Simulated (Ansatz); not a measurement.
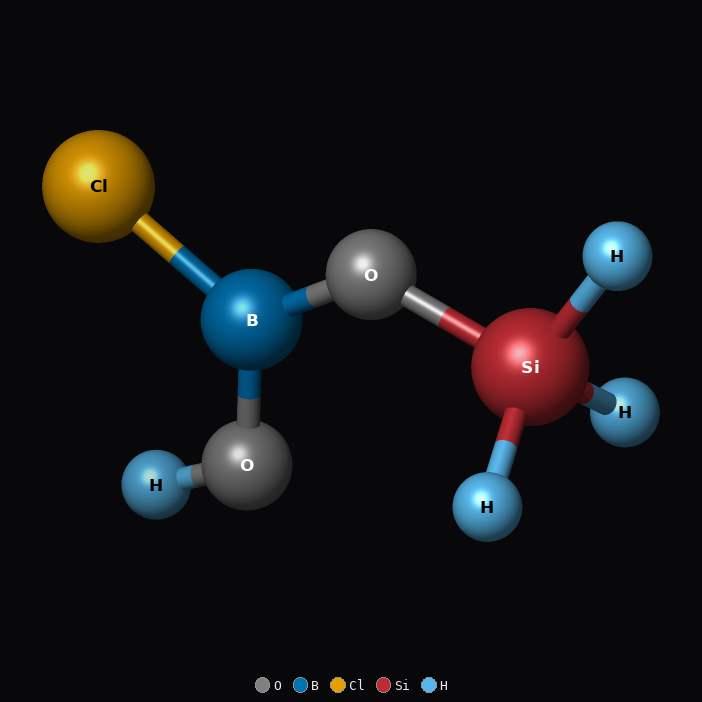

Rendered structure (ball-and-stick style).

The computed structure is the end point of a PBE0-D4/def2-TZVP optimisation.

Question: What is the molecular formula?

Answer: BClH₄O₂Si, 9 atoms: 1 boron, 1 chlorine, 4 hydrogen, 2 oxygen and 1 silicon.

Question: Give the symmetry (Schoenflies symbol).

Answer: Cs.

Question: How many atoms are distinct by symmetry?

Answer: 8: 1 O, 1 B, 1 Cl, 1 O, 1 Si, 1 H, 1 H, 2 H.

Question: What is its SMILES?

Answer: OB(Cl)O[SiH3]

Question: Count the bonded pairs by element.

Answer: 3 Si–H, 2 B–O, 1 B–Cl, 1 O–Si, 1 O–H.

More results for the same structure follow; atom numbers are the same in all pictures, views and colours differ.

## Vibrations

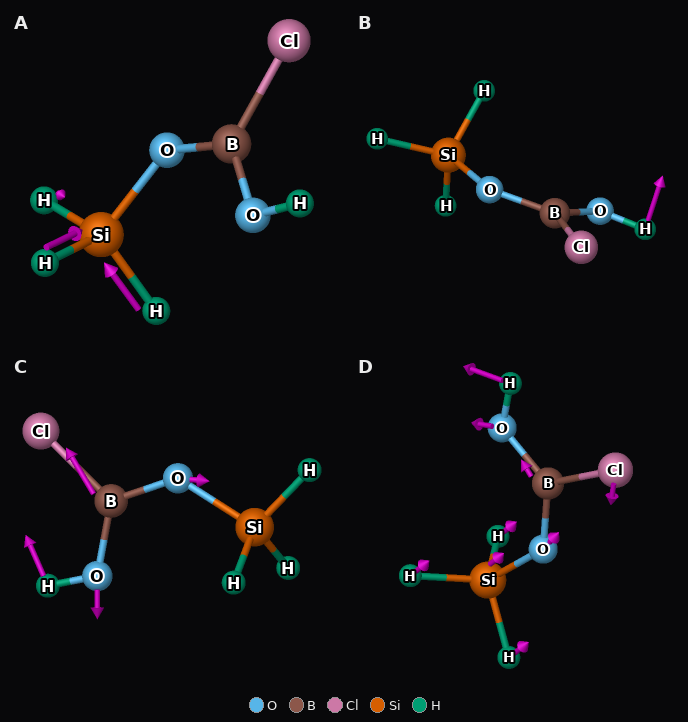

4 normal modes of one molecule or complex, as arrows. Harmonic vibrations computed with RKS PBE0-D4/def2-TZVP (Ansatz 0.2.0) at a stationary point of the same level.

Question: Match the panels to the wavenumbers 284 cm⁻¹, 545 cm⁻¹, 1258 cm⁻¹, 2243 cm⁻¹.

Answer: A: 2243 cm⁻¹, in-phase stretching of 2 Si–H bonds
B: 545 cm⁻¹, a torsion or out-of-plane motion in which bond lengths and bond angles hardly change
C: 1258 cm⁻¹
D: 284 cm⁻¹, Cl–B–O bending

## Levels of theory compared

Program: Ansatz 0.2.0.

Tabulate dipole (D) at these levels: B3LYP-D4/def2-TZVPP; PBE-D4/def2-TZVPP; PBE0-D4/def2-TZVP; r2SCAN-D4/def2-TZVPP; ωB97M-V/def2-TZVPP.

```tsv
level	dipole (D)
B3LYP-D4/def2-TZVPP	1.32
PBE-D4/def2-TZVPP	1.32
PBE0-D4/def2-TZVP	1.33
r2SCAN-D4/def2-TZVPP	1.34
ωB97M-V/def2-TZVPP	1.32
```

## Charges

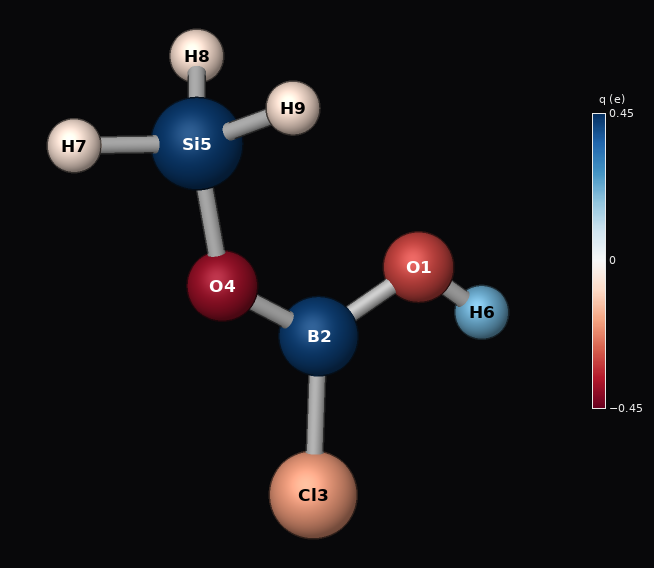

Atoms are coloured by their Mulliken charges. Method: RKS r2SCAN-D4/def2-TZVPP (Ansatz 0.2.0).

Give the Mulliken charges atom by atom.

```tsv
atom	value (e)
O1	−0.30
B2	0.43
Cl3	−0.19
O4	−0.39
Si5	0.44
H6	0.22
H7	−0.06
H8	−0.07
H9	−0.07
```

Mulliken values depend strongly on the basis set and can even reverse the polarity of a bond.
